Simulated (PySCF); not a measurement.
# C6H12O3Si: the cost of one run

Computed with PySCF 2.14.0 and routines of our own; the level stands in each step. Atoms count from 0.

### Step 1. The starting structure

22 atoms, charge 0, multiplicity 1; geometry from: GFN2-xTB.

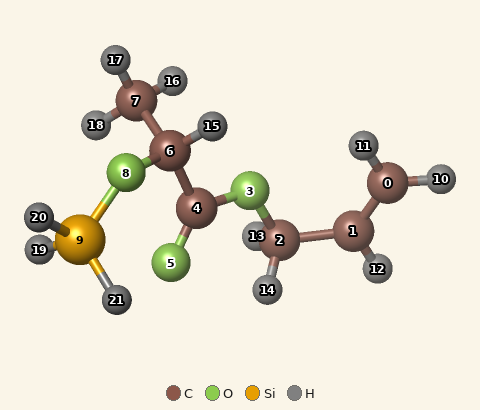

The starting geometry (carbon brown, oxygen green, silicon amber, hydrogen grey).

### Step 2. Vibronic structure: TDDFT CAM-B3LYP/def2-SVP

Job settings and geometry (Å):

```
{"job": {"kind": "vib", "xc": "CAM-B3LYP", "basis": "def2-SVP", "tda": false}, "charge": 0, "multiplicity": 1}
C     -3.395380     0.574026     1.231261
C     -3.312165     0.326536    -0.061183
C     -2.073083    -0.107590    -0.779193
O     -0.957771    -0.186668     0.113211
C      0.238551     0.094849    -0.381040
O      0.456819     0.404835    -1.523436
C      1.328821    -0.047204     0.667909
C      1.544193    -1.543351     0.933161
O      2.498144     0.558921     0.264773
Si     3.054426     0.896849    -1.232369
H     -4.318828     0.883505     1.687932
H     -2.540943     0.475605     1.878031
H     -4.170712     0.424509    -0.711263
H     -2.226747    -1.098063    -1.228376
H     -1.831737     0.593600    -1.588464
H      0.985992     0.441530     1.591599
H      0.633375    -1.993034     1.319016
H      2.346169    -1.663338     1.656606
H      1.834545    -2.037235     0.008590
H      3.040205    -0.256003    -2.129829
H      4.417374     1.206732    -0.805246
H      2.438341     2.070374    -1.842108
```

With the program's defaults for keys left out, this is: TDDFT CAM-B3LYP/def2-SVP vertical-gradient vibronic structure (displaced harmonic oscillators, Condon), gas phase.

The run is started by

```console
$ OMP_NUM_THREADS=1 python excited_run.py task.json out
```

The driver reads the jobs from task.json and runs them one after another.

**Question.** How long does this first job take on 1 thread of Intel Xeon 6975P-C, shared host, and how much memory does it need?

About 91 s, with a peak of 1.4 GiB.
